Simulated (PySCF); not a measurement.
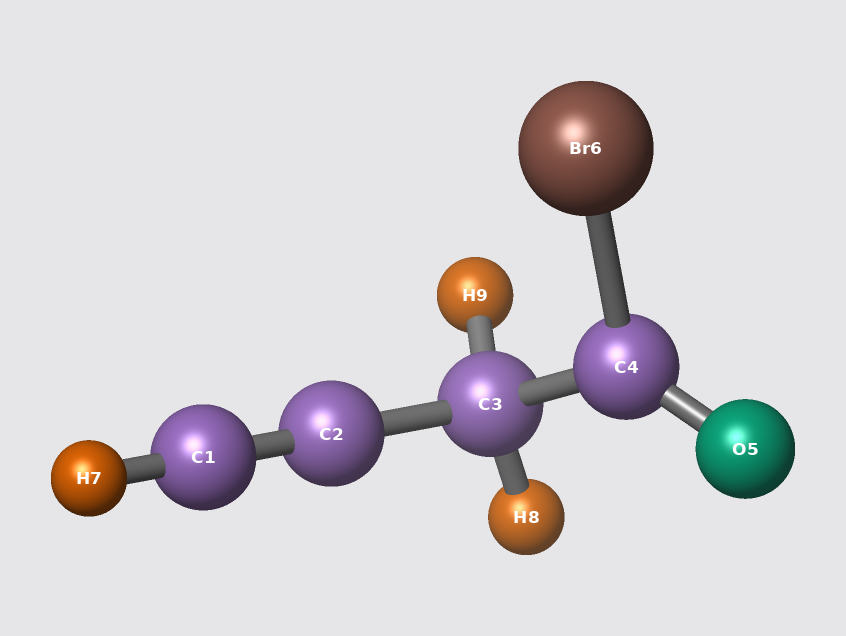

The computed structure is the end point of a GFN2-xTB optimisation. No frequency run is at hand to confirm it as a minimum. Level of theory: B3LYP/pcJ-1 (pcSseg-1 on Br) indirect spin-spin coupling, non-relativistic, gas phase (PySCF 2.14.0). Isotopes: 13C, 1H, 17O.

Give the spin–spin coupling constants of these pairs, with the number of bonds between them: C1/C2, C3/H8, C3/H9, C4/O5, C1/C3, C2/C4, C4/H9, C1/C4.

| pair | bonds apart | J (Hz) |
| --- | --- | --- |
| C1, C2 | 1 | 220.3 |
| C3, H8 | 1 | 143.4 |
| C3, H9 | 1 | 146.3 |
| C4, O5 | 1 | 25.4 |
| C1, C3 | 2 | 12.0 |
| C2, C4 | 2 | −7.7 |
| C4, H9 | 2 | −8.7 |
| C1, C4 | 3 | 3.7 |

The geometry is semi-empirical. Around Br such bond lengths and angles can be off by a tenth of an ångström or more and by several degrees, and values that hang on the shape move with them.
